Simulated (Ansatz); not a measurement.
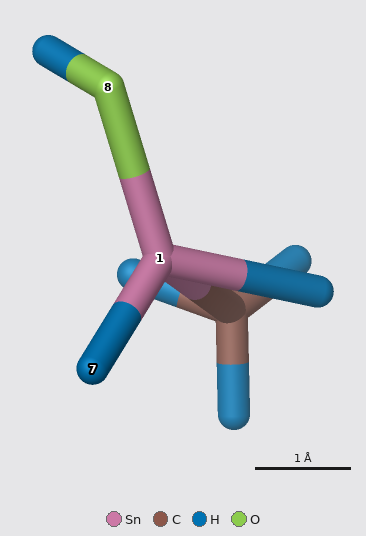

Figure 1. The starting structure (stick view, seen at an oblique angle; atoms are numbered from 1 in the order of the input). Sticks mark near contacts.

**Geometry relaxation of CH6OSn (part 1 of 2)**

System: CH6OSn.
Method: RKS B3LYP/def2-SVP (Ansatz 0.2.0).

The input holds or restrains some coordinates. It belongs to a series of runs on one base structure; here: pulled along the bonds that form and break, towards end A. Figures and captions count atoms from 1; the log counts them from 0 in places.

## Log
```
The last accepted step is kept in [file] (removed where the run ends without a failure and the disk answers)
Engine: ansatz 0.2.0, aarch64-unknown-linux-gnu
Functional definition: B3LYP
  parameter a0 = 0.2
  parameter ax = 0.72
  parameter ac = 0.81
  exchange = (1 - a0 - ax)*slater_x + ax*b88_x + a0*exact_x
  correlation = (1 - ac)*vwn_rpa_c + ac*lyp_c
1006 factors; integrals over basis functions are off by at most 3.6e-4 eV
mean field evaluation 1: about -8996.0649 eV, gradient 7.2e1 eV
mean field evaluation 2: about -8955.8566 eV, gradient 1.4e2 eV
mean field evaluation 4: about -9006.7465 eV, gradient 1.8e1 eV
mean field evaluation 8: about -9007.7236 eV, gradient 2.0e-1 eV
mean field evaluation 16: about -9007.7450 eV, gradient 9.4e-5 eV
mean field -9007.74500494 eV, -331.0285232625 hartree, gradient 1.2e-5 eV, S^2 0.000000; 1 other end points of the search recorded, 0 dependent functions left out
the calculation of the forces begins
reference -9007.74526230 eV, -331.0285327206 hartree; 21, 21 occupied and 63, 63 virtual orbitals, 1006 factors
relax step   1: F+E_penalty+E_count = -9007.74500494 eV  Δ(F+E_penalty+E_count) = +0.000e0 eV  max|allowed force component| = 2.939e0 eV/Å  E_restraint = 10.47216071 eV  max|allowed force component, restraints' pulls added| = 2.503e1 eV/Å  Δτ_max = 0.0000 Å  (49 SCF iters, accepted)
  distance C 1 - H 5 = 1.5238 Å
  distance Sn 0 - C 1 = 2.3500 Å
  distance Sn 0 - H 5 = 1.9400 Å
these checks for a lower state are left out or cut short: starts, cluster_reference, orbital_swaps, neighbouring_geometries, increment
1006 factors; integrals over basis functions are off by at most 3.5e-4 eV
mean field evaluation 32: about -9008.8724 eV, gradient 1.0e-5 eV
mean field -9008.87242935 eV, -331.0699553456 hartree, gradient 1.0e-5 eV, S^2 0.000000; 0 other end points of the search recorded, 0 dependent functions left out
the calculation of the forces begins
reference -9008.87268128 eV, -331.0699646040 hartree; 21, 21 occupied and 63, 63 virtual orbitals, 1006 factors
relax step   2: F+E_penalty+E_count = -9008.87242935 eV  Δ(F+E_penalty+E_count) = -1.127e0 eV  max|allowed force component| = 2.832e0 eV/Å  E_restraint = 3.92598525 eV  max|allowed force component, restraints' pulls added| = 1.661e1 eV/Å  Δτ_max = 0.1949 Å  (36 SCF iters, accepted)
  distance C 1 - H 5 = 1.8361 Å
  distance Sn 0 - C 1 = 2.3286 Å
  distance Sn 0 - H 5 = 1.8121 Å
these checks for a lower state are left out or cut short: starts, cluster_reference, orbital_swaps, neighbouring_geometries, increment
1006 factors; integrals over basis functions are off by at most 3.3e-4 eV
mean field -9009.86180306 eV, -331.1063141588 hartree, gradient 1.1e-5 eV, S^2 0.000000; 0 other end points of the search recorded, 0 dependent functions left out
the calculation of the forces begins
reference -9009.86205294 eV, -331.1063233417 hartree; 21, 21 occupied and 63, 63 virtual orbitals, 1006 factors
relax step   3: F+E_penalty+E_count = -9009.86180306 eV  Δ(F+E_penalty+E_count) = -9.894e-1 eV  max|allowed force component| = 3.411e0 eV/Å  E_restraint = 0.79036248 eV  max|allowed force component, restraints' pulls added| = 7.929e0 eV/Å  Δτ_max = 0.1949 Å  (30 SCF iters, accepted)
  distance C 1 - H 5 = 2.1228 Å
  distance Sn 0 - C 1 = 2.2812 Å
  distance Sn 0 - H 5 = 1.7608 Å
these checks for a lower state are left out or cut short: starts, cluster_reference, orbital_swaps, neighbouring_geometries, increment
1006 factors; integrals over basis functions are off by at most 3.5e-4 eV
mean field -9011.11611923 eV, -331.1524094277 hartree, gradient 2.3e-5 eV, S^2 0.000000; 0 other end points of the search recorded, 0 dependent functions left out
the calculation of the forces begins
reference -9011.11637084 eV, -331.1524186745 hartree; 21, 21 occupied and 63, 63 virtual orbitals, 1006 factors
relax step   4: F+E_penalty+E_count = -9011.11611923 eV  Δ(F+E_penalty+E_count) = -1.254e0 eV  max|allowed force component| = 2.007e0 eV/Å  E_restraint = 0.02245617 eV  max|allowed force component, restraints' pulls added| = 1.906e0 eV/Å  Δτ_max = 0.1949 Å  (29 SCF iters, accepted)
  distance C 1 - H 5 = 2.3127 Å
  distance Sn 0 - C 1 = 2.1880 Å
  distance Sn 0 - H 5 = 1.7467 Å
these checks for a lower state are left out or cut short: starts, cluster_reference, orbital_swaps, neighbouring_geometries, increment
1006 factors; integrals over basis functions are off by at most 3.7e-4 eV
mean field -9011.72005677 eV, -331.1746037231 hartree, gradient 1.2e-5 eV, S^2 0.000000; 0 other end points of the search recorded, 0 dependent functions left out
the calculation of the forces begins
reference -9011.72030634 eV, -331.1746128948 hartree; 21, 21 occupied and 63, 63 virtual orbitals, 1006 factors
relax step   5: F+E_penalty+E_count = -9011.72005677 eV  Δ(F+E_penalty+E_count) = -6.039e-1 eV  max|allowed force component| = 1.724e0 eV/Å  E_restraint = 0.05260114 eV  max|allowed force component, restraints' pulls added| = 4.092e-1 eV/Å  Δτ_max = 0.1963 Å  (28 SCF iters, accepted)
  distance C 1 - H 5 = 2.3669 Å
  distance Sn 0 - C 1 = 2.1462 Å
  distance Sn 0 - H 5 = 1.7239 Å
these checks for a lower state are left out or cut short: starts, cluster_reference, orbital_swaps, neighbouring_geometries, increment
1006 factors; integrals over basis functions are off by at most 4.1e-4 eV
mean field -9011.87037191 eV, -331.1801277027 hartree, gradient 1.2e-5 eV, S^2 0.000000; 0 other end points of the search recorded, 0 dependent functions left out
the calculation of the forces begins
reference -9011.87062078 eV, -331.1801368483 hartree; 21, 21 occupied and 63, 63 virtual orbitals, 1006 factors
relax step   6: F+E_penalty+E_count = -9011.87037191 eV  Δ(F+E_penalty+E_count) = -1.503e-1 eV  max|allowed force component| = 1.784e0 eV/Å  E_restraint = 0.06614425 eV  max|allowed force component, restraints' pulls added| = 4.636e-1 eV/Å  Δτ_max = 0.1924 Å  (27 SCF iters, accepted)
  distance C 1 - H 5 = 2.3719 Å
  distance Sn 0 - C 1 = 2.1424 Å
  distance Sn 0 - H 5 = 1.7171 Å
these checks for a lower state are left out or cut short: starts, cluster_reference, orbital_swaps, neighbouring_geometries, increment
1006 factors; integrals over basis functions are off by at most 4.1e-4 eV
mean field evaluation 64: about -9011.8938 eV, gradient 2.6e-4 eV
mean field -9011.89383055 eV, -331.1809897917 hartree, gradient 1.4e-5 eV, S^2 0.000000; 0 other end points of the search recorded, 0 dependent functions left out
the calculation of the forces begins
reference -9011.89407859 eV, -331.1809989070 hartree; 21, 21 occupied and 63, 63 virtual orbitals, 1006 factors
relax step   7: F+E_penalty+E_count = -9011.89383055 eV  Δ(F+E_penalty+E_count) = -2.346e-2 eV  max|allowed force component| = 1.520e0 eV/Å  E_restraint = 0.06394089 eV  max|allowed force component, restraints' pulls added| = 3.877e-1 eV/Å  Δτ_max = 0.1607 Å  (27 SCF iters, accepted)
  distance C 1 - H 5 = 2.3715 Å
  distance Sn 0 - C 1 = 2.1423 Å
  distance Sn 0 - H 5 = 1.7194 Å
these checks for a lower state are left out or cut short: starts, cluster_reference, orbital_swaps, neighbouring_geometries, increment
1006 factors; integrals over basis functions are off by at most 3.8e-4 eV
mean field -9011.89771160 eV, -331.1811324176 hartree, gradient 7.3e-6 eV, S^2 0.000000; 0 other end points of the search recorded, 0 dependent functions left out
the calculation of the forces begins
reference -9011.89795948 eV, -331.1811415270 hartree; 21, 21 occupied and 63, 63 virtual orbitals, 1006 factors
relax step   8: F+E_penalty+E_count = -9011.89771160 eV  Δ(F+E_penalty+E_count) = -3.881e-3 eV  max|allowed force component| = 1.484e0 eV/Å  E_restraint = 0.05770790 eV  max|allowed force component, restraints' pulls added| = 1.594e-1 eV/Å  Δτ_max = 0.1458 Å  (28 SCF iters, accepted)
  distance C 1 - H 5 = 2.3685 Å
  distance Sn 0 - C 1 = 2.1411 Å
  distance Sn 0 - H 5 = 1.7213 Å
these checks for a lower state are left out or cut short: starts, cluster_reference, orbital_swaps, neighbouring_geometries, increment
1006 factors; integrals over basis functions are off by at most 3.8e-4 eV
mean field -9011.90119402 eV, -331.1812603942 hartree, gradient 1.7e-5 eV, S^2 0.000000; 0 other end points of the search recorded, 0 dependent functions left out
the calculation of the forces begins
reference -9011.90144123 eV, -331.1812694790 hartree; 21, 21 occupied and 63, 63 virtual orbitals, 1006 factors
relax step   9: F+E_penalty+E_count = -9011.90119402 eV  Δ(F+E_penalty+E_count) = -3.482e-3 eV  max|allowed force component| = 1.496e0 eV/Å  E_restraint = 0.05224402 eV  max|allowed force component, restraints' pulls added| = 9.912e-2 eV/Å  Δτ_max = 0.0587 Å  (28 SCF iters, accepted)
  distance C 1 - H 5 = 2.3661 Å
  distance Sn 0 - C 1 = 2.1419 Å
  distance Sn 0 - H 5 = 1.7235 Å
1006 factors; integrals over basis functions are off by at most 3.8e-4 eV
mean field evaluation 96: about -9011.9012 eV, gradient 8.6e-5 eV
```

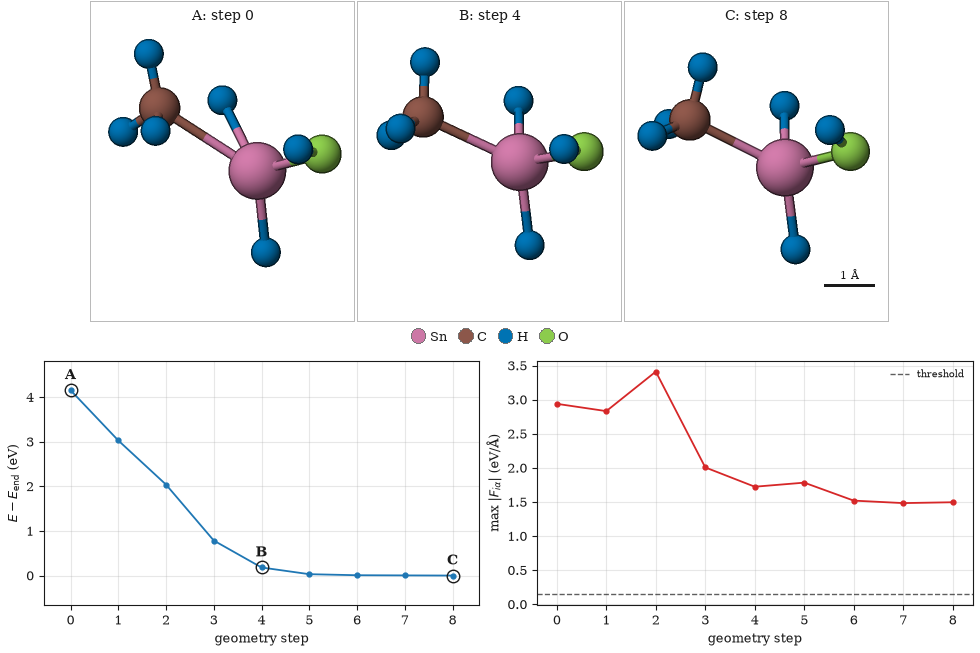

Figure 2. Frames of the restrained relaxation (ball-and-stick view, seen at a tilt) above the curves, on which the letters mark them (the first geometry is step 0 here and step 1 in the log).

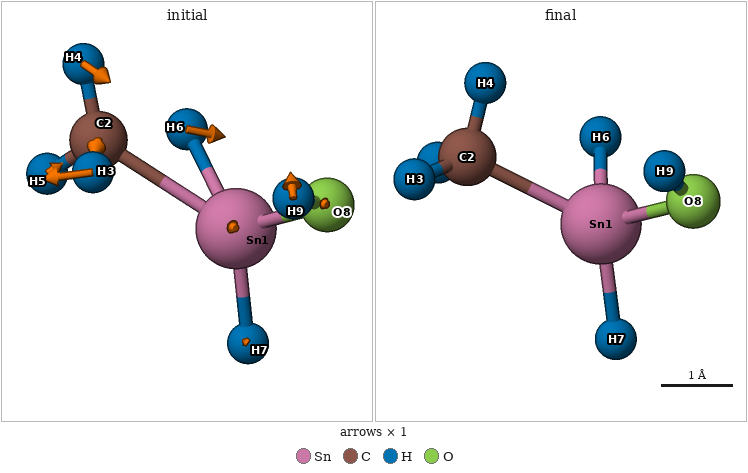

Figure 3. Before (left) and after (right) the restrained relaxation, at one scale (ball-and-stick view, seen at a tilt). The orange arrows give the displacements, at true length. Over 8 geometry steps the energy falls by 4.156 eV. The largest force component goes from 2.9 to 1.5 eV/Å. The atom that moves furthest after the best rigid fit is H3 (0.76 Å). Largest moves by element: H 0.76 Å, C 0.40 Å, Sn 0.21 Å, O 0.16 Å. Among the contacts that change: Sn1–H6 1.940 → 1.724 Å, Sn1–C2 2.350 → 2.142 Å, Sn1–O8 1.959 → 2.005 Å, O8–H9 1.010 → 0.969 Å. Among the angles that change: Sn1–C2–H3 74.4° → 122.6°, C2–Sn1–H6 40.2° → 74.6°, Sn1–C2–H4 132.9° → 103.6°. (Atoms are counted from 1 in the order of the input.)

```
mean field -9011.90119402 eV, -331.1812603942 hartree, gradient 1.7e-5 eV, S^2 0.000000; 1 other end points of the search recorded, 0 dependent functions left out
the calculation of the forces begins
reference -9011.90144123 eV, -331.1812694790 hartree; 21, 21 occupied and 63, 63 virtual orbitals, 1006 factors
Total energy: -9011.90144123 eV, -331.1812694790 hartree
Atom 0 at     0.177906     0.107837     0.074231 Å, force     0.615820    -0.001522     0.134800 eV/Å
Atom 1 at     1.028364    -0.020759     2.035793 Å, force    -0.670508    -0.049433     1.346309 eV/Å
Atom 2 at     0.413860    -0.023560     2.949894 Å, force    -0.001952     0.004203    -0.008851 eV/Å
Atom 3 at     1.625381    -0.945076     1.998566 Å, force    -0.011774     0.031911     0.010289 eV/Å
Atom 4 at     1.721807     0.834198     2.070225 Å, force    -0.028012    -0.020471    -0.000239 eV/Å
Atom 5 at     1.882656     0.039209    -0.169860 Å, force     0.096523     0.058175    -1.496437 eV/Å
Atom 6 at    -0.738415     1.439331    -0.488099 Å, force     0.012739    -0.029240     0.007856 eV/Å
Atom 7 at    -0.793395    -1.513045    -0.595046 Å, force    -0.053113    -0.059941     0.099118 eV/Å
Atom 8 at    -0.941264    -2.162734     0.108996 Å, force     0.040278     0.066317    -0.092845 eV/Å
Dipole moment:     0.010123     0.107401     0.387828 e Å
```
